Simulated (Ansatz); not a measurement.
# Nudged elastic band of GeH₃O₂F

The run: nudged elastic band of GeH₃O₂F. Method and program: RKS PBE/def2-SVP (Ansatz 0.2.0).

One setting was made poor on purpose. It belongs to a series of runs on one base structure; here: band between the two ends. Figures and captions count atoms from 1; the log counts them from 0 in places.

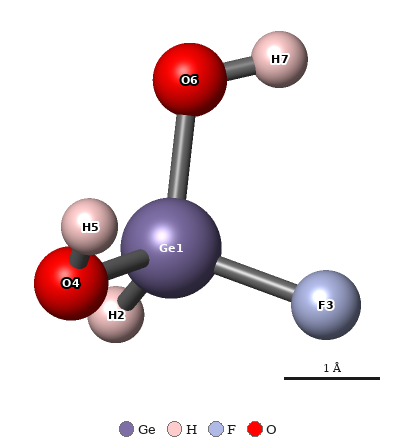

The structure as given in the input (ball-and-stick view, seen at a tilt; atoms are numbered from 1 in the order of the input). Sticks mark near contacts.

### The input
```yaml
crystal:
  periodic: [false, false, false]
  atoms:
    - { symbol: Ge, position_ang: [-0.043106, 0.028004, 0.392513] }
    - { symbol: H, position_ang: [0.265597, 0.287819, 1.875235] }
    - { symbol: F, position_ang: [1.458001, -0.343568, -0.44905] }
    - { symbol: O, position_ang: [-0.785342, 1.494787, -0.269764] }
    - { symbol: H, position_ang: [-1.202653, 1.307459, -1.13252] }
    - { symbol: O, position_ang: [-1.101371, -1.362381, 0.033598] }
    - { symbol: H, position_ang: [-0.562327, -2.10852, -0.294112] }
basis:
  gaussian: { orbitals: def2-SVP }
hamiltonian:
  xc: pbe
neb:
  order_check: false
  images: 5
  f_tol: 0.05
  max_iterations: 60
  initial_path: linear
  final_atoms:
    - { symbol: Ge, position_ang: [-0.59937266, -0.47485301, 1.05481137] }
    - { symbol: H, position_ang: [0.84203793, 0.92758391, 0.15013203] }
    - { symbol: F, position_ang: [1.55706195, 0.27926335, 0.44991989] }
    - { symbol: O, position_ang: [-0.62704983, 1.1921003, 0.13656487] }
    - { symbol: H, position_ang: [-0.9746145, 1.00774133, -0.76314342] }
    - { symbol: O, position_ang: [-1.03017508, -1.33242726, -0.4941913] }
    - { symbol: H, position_ang: [-1.13908882, -2.29580862, -0.37819345] }
```

Launched with:
```bash
ansatz run input.yaml --threads 2 --pin off --max-ram 3072MiB --backend cpu --events-out ev --progress --plain --runs-dir out
```

### Output
```
Engine: ansatz 0.2.0, aarch64-unknown-linux-gnu
Functional definition: PBE
  parameter kappa = 0.804
  parameter beta = 0.06672455060314922
  exchange = pbe_x(kappa = kappa, mu = beta*pi^2/3)
  correlation = pbe_c(beta = beta)
959 factors; their error is unknown
mean field evaluation 1: about -63341.1651 eV, gradient 8.2e1 eV
mean field evaluation 2: about -63287.5424 eV, gradient 1.8e2 eV
mean field evaluation 4: about -63351.8429 eV, gradient 1.8e1 eV
mean field evaluation 8: about -63352.3455 eV, gradient 2.4e-1 eV
mean field evaluation 16: about -63352.2920 eV, gradient 2.8e-5 eV
mean field -63352.29200885 eV, -2328.1537895995 hartree, gradient 2.8e-5 eV, S^2 0.000000; 0 other end points of the search recorded, 0 dependent functions left out
the calculation of the forces begins
reference -63352.29203819 eV, -2328.1537906777 hartree; 30, 30 occupied and 59, 59 virtual orbitals, 959 factors
959 factors; their error is unknown
mean field evaluation 32: about -63351.7803 eV, gradient 6.7e-4 eV
mean field -63351.78033228 eV, -2328.1349858322 hartree, gradient 4.9e-5 eV, S^2 0.000000; 0 other end points of the search recorded, 0 dependent functions left out
[... from here on the field's lines of each further geometry are left out, up to the last ...]
NEB iter   1: max|band force component| = 9.990e0 eV/Å  barrier→ = 5.1497 eV  barrier← = 4.6380 eV  Δτ_max = 0.1915 Å  (187 SCF iters)
NEB iter   2: max|band force component| = 3.215e0 eV/Å  barrier→ = 3.2569 eV  barrier← = 2.7452 eV  Δτ_max = 0.1976 Å  (161 SCF iters)
NEB iter   3: max|band force component| = 1.693e0 eV/Å  barrier→ = 2.7548 eV  barrier← = 2.2431 eV  Δτ_max = 0.1970 Å  (158 SCF iters)
NEB iter   4: max|band force component| = 2.940e0 eV/Å  barrier→ = 2.3885 eV  barrier← = 1.8768 eV  Δτ_max = 0.0999 Å  (160 SCF iters)
NEB iter   5: max|band force component| = 9.782e-1 eV/Å  barrier→ = 2.1625 eV  barrier← = 1.6509 eV  Δτ_max = 0.2000 Å  (154 SCF iters)
NEB iter   6: max|band force component| = 1.577e0 eV/Å  barrier→ = 1.6787 eV  barrier← = 1.1670 eV  Δτ_max = 0.0996 Å  (156 SCF iters)
NEB iter   7: max|band force component| = 1.116e0 eV/Å  barrier→ = 1.5584 eV  barrier← = 1.0468 eV  Δτ_max = 0.0999 Å  (139 SCF iters)
NEB iter   8: max|band force component| = 1.113e0 eV/Å  barrier→ = 1.6861 eV  barrier← = 1.1745 eV  Δτ_max = 0.0997 Å  (145 SCF iters)
NEB iter   9: max|band force component| = 6.283e-1 eV/Å  barrier→ = 1.7960 eV  barrier← = 1.2844 eV  Δτ_max = 0.0991 Å  (140 SCF iters)
NEB iter  10: max|band force component| = 1.185e0 eV/Å  barrier→ = 1.9270 eV  barrier← = 1.4153 eV  CI = image 2  Δτ_max = 0.1000 Å  (140 SCF iters)
NEB iter  11: max|band force component| = 6.243e-1 eV/Å  barrier→ = 2.0699 eV  barrier← = 1.5582 eV  CI = image 2  Δτ_max = 0.0978 Å  (146 SCF iters)
NEB iter  12: max|band force component| = 4.861e-1 eV/Å  barrier→ = 2.0379 eV  barrier← = 1.5262 eV  CI = image 2  Δτ_max = 0.0571 Å  (138 SCF iters)
NEB iter  13: max|band force component| = 1.701e-1 eV/Å  barrier→ = 2.0289 eV  barrier← = 1.5172 eV  CI = image 2  Δτ_max = 0.0218 Å  (133 SCF iters)
NEB iter  14: max|band force component| = 1.382e-1 eV/Å  barrier→ = 2.0268 eV  barrier← = 1.5151 eV  CI = image 2  Δτ_max = 0.0249 Å  (137 SCF iters)
NEB iter  15: max|band force component| = 8.282e-2 eV/Å  barrier→ = 2.0252 eV  barrier← = 1.5135 eV  CI = image 2  Δτ_max = 0.0115 Å  (138 SCF iters)
the calculation of the forces begins
reference -63351.51947480 eV, -2328.1253994965 hartree; 30, 30 occupied and 59, 59 virtual orbitals, 959 factors
959 factors; their error is unknown
mean field -63350.26743073 eV, -2328.0793877258 hartree, gradient 1.4e-5 eV, S^2 0.000000; 1 other end points of the search recorded, 0 dependent functions left out
the calculation of the forces begins
reference -63350.26745942 eV, -2328.0793887801 hartree; 30, 30 occupied and 59, 59 virtual orbitals, 959 factors
NEB iter  16: max|band force component| = 2.888e-2 eV/Å  barrier→ = 2.0246 eV  barrier← = 1.5129 eV  CI = image 2  Δτ_max = 0.0000 Å  (269 SCF iters)
```

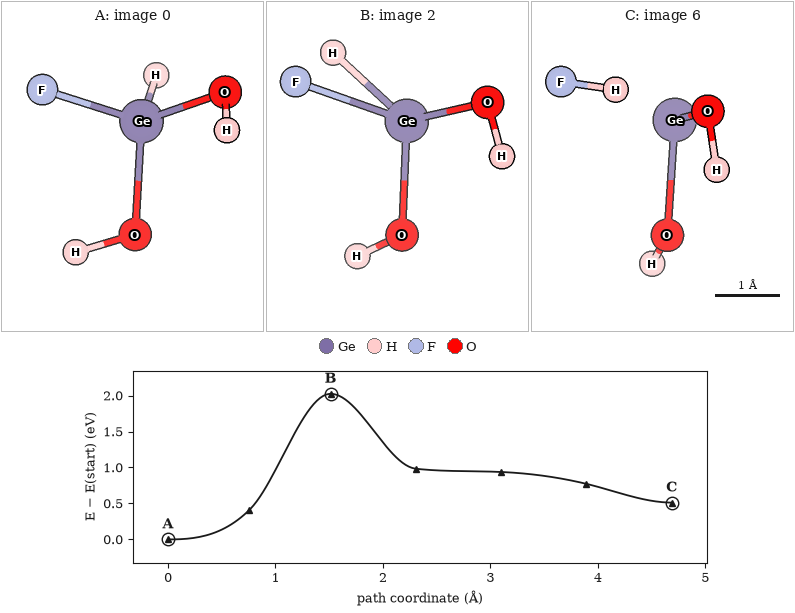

Images of the last band (counted from 0; ball-and-stick, seen at a tilt) above the energy along the path; the line is a cubic interpolation that uses the forces. The highest image is number 2, 2.025 eV above the start and 1.513 eV above the end (the climbing image); the end lies 0.512 eV above the start. The path is 4.69 Å long. The band converged in 16 iterations.

```
Total energy: -63350.26745942 eV, -2328.0793887801 hartree
Atom 0 at    -0.423526    -0.028919     0.545842 Å, force    -0.018876     0.023356     0.004690 eV/Å
Atom 1 at     0.810546    -0.170437     1.579582 Å, force    -0.003456     0.010035     0.019614 eV/Å
Atom 2 at     1.592369    -0.089432     0.448530 Å, force     0.027227    -0.009059    -0.013861 eV/Å
Atom 3 at    -0.936191     1.519643    -0.167397 Å, force     0.001155    -0.017537     0.004182 eV/Å
Atom 4 at    -1.263112     1.365088    -1.077471 Å, force     0.000216     0.004543     0.001872 eV/Å
Atom 5 at    -1.001591    -1.187280    -0.694966 Å, force    -0.010758    -0.004252    -0.013594 eV/Å
Atom 6 at    -0.749696    -2.105062    -0.478220 Å, force     0.004492    -0.007085    -0.002902 eV/Å
Dipole moment:    -0.268024    -0.383390     0.065100 e Å
this run last wrote the band of iteration 16 to [file]
```

### The last band as extended XYZ (Å, eV, eV/Å)
```
7
Properties=species:S:1:pos:R:3:forces:R:3 image=0 energy=-63352.29201
Ge   -0.0431    0.0280    0.3925    0.0051   0.0000  -0.0022
H     0.2656    0.2878    1.8752    0.0012  -0.0007  -0.0027
F     1.4580   -0.3436   -0.4491   -0.0034   0.0028   0.0053
O    -0.7853    1.4948   -0.2698   -0.0013  -0.0022   0.0005
H    -1.2027    1.3075   -1.1325    0.0004   0.0012  -0.0016
O    -1.1014   -1.3624    0.0336    0.0113  -0.0150  -0.0033
H    -0.5623   -2.1085   -0.2941   -0.0134   0.0139   0.0040
7
Properties=species:S:1:pos:R:3:forces:R:3 image=1 energy=-63351.88261
Ge   -0.0821    0.0219    0.3947    0.7543  -0.0117  -0.3397
H     0.4756   -0.0166    1.8165   -1.0363   0.1119   0.7274
F     1.6193   -0.1488   -0.0595    0.0002  -0.0428  -0.9228
O    -0.8251    1.5037   -0.2422    0.1227  -0.0358   0.1320
H    -1.2621    1.2886   -1.0931    0.0376  -0.0040   0.1612
O    -1.0746   -1.2127   -0.4299    0.0250   0.0128   0.2257
H    -0.8221   -2.1325   -0.2304    0.0965  -0.0304   0.0161
7
Properties=species:S:1:pos:R:3:forces:R:3 image=2 energy=-63350.26743
Ge   -0.4235   -0.0289    0.5458   -0.0189   0.0234   0.0047
H     0.8105   -0.1704    1.5796   -0.0035   0.0100   0.0196
F     1.5924   -0.0894    0.4485    0.0272  -0.0091  -0.0139
O    -0.9362    1.5196   -0.1674    0.0012  -0.0175   0.0042
H    -1.2631    1.3651   -1.0775    0.0002   0.0045   0.0019
O    -1.0016   -1.1873   -0.6950   -0.0108  -0.0043  -0.0136
H    -0.7497   -2.1051   -0.4782    0.0045  -0.0071  -0.0029
7
Properties=species:S:1:pos:R:3:forces:R:3 image=3 energy=-63351.30927
Ge   -0.8495   -0.1798    0.6291   -0.1199  -0.0204   0.0243
H     1.2699   -0.2079    1.5823    0.1420   0.0275  -0.0046
F     1.7649   -0.0777    0.7855    0.0554  -0.0169   0.0817
O    -1.2029    1.4515   -0.0365   -0.0426  -0.0126  -0.0176
H    -1.2934    1.4045   -1.0109    0.0108  -0.0050  -0.0321
O    -0.9460   -1.0723   -0.9507   -0.0137   0.0183  -0.0273
H    -0.7142   -2.0147   -0.8430   -0.0321   0.0091  -0.0243
7
Properties=species:S:1:pos:R:3:forces:R:3 image=4 energy=-63351.35441
Ge   -0.9737   -0.5272    0.6264   -0.0184  -0.0234  -0.0018
H     1.4873    0.3450    1.5458    0.0151   0.0615   0.0027
F     1.6912   -0.1293    0.7634   -0.0119  -0.0190   0.0071
O    -1.2580    1.2252    0.2815    0.0115  -0.0105   0.0094
H    -1.2660    1.3611   -0.6900    0.0256  -0.0055   0.0092
O    -0.9263   -1.0112   -1.1306   -0.0035  -0.0013  -0.0074
H    -0.7256   -1.9599   -1.2406   -0.0184  -0.0017  -0.0193
7
Properties=species:S:1:pos:R:3:forces:R:3 image=5 energy=-63351.51944
Ge   -0.8640   -0.8149    0.6508   -0.0036  -0.0806   0.0032
H     1.1747    0.7528    1.0876   -0.1905   0.1515  -0.1617
F     1.6706    0.0131    0.7791   -0.0345  -0.0265   0.0928
O    -1.0832    0.9991    0.5861    0.1444  -0.0271   0.0556
H    -1.2344    1.2592   -0.3494    0.1268  -0.0124   0.0579
O    -0.9072   -0.9932   -1.1620    0.0075   0.0018  -0.0100
H    -0.7275   -1.9125   -1.4364   -0.0501  -0.0067  -0.0378
7
Properties=species:S:1:pos:R:3:forces:R:3 image=6 energy=-63351.78033
Ge   -0.5692   -0.9993    0.6670    0.0036  -0.0050   0.0070
H     0.6834    0.8122    0.7781   -0.0223   0.0182  -0.0013
F     1.4746    0.1837    0.7589    0.0197  -0.0176  -0.0006
O    -0.8074    0.8865    0.7651   -0.0059   0.0051  -0.0068
H    -1.1033    1.1757   -0.1254    0.0060  -0.0002   0.0069
O    -0.8369   -0.9369   -1.1343    0.0001  -0.0145  -0.0087
H    -0.8125   -1.8184   -1.5534   -0.0013   0.0141   0.0034
```

### Results in brief

```csv
quantity,value
outcome,converged
"barrier, forward",2.025 eV
"barrier, backward",1.513 eV
hardware,"2 threads of Arm Neoverse V1, 24 GiB of memory available, shared host"
wall time,2.1 min (CPU time 3.6 min)
peak memory,0.12 GiB
```

### Notes

A deliberately poor setting: straight start. The order of the saddle point was not checked.
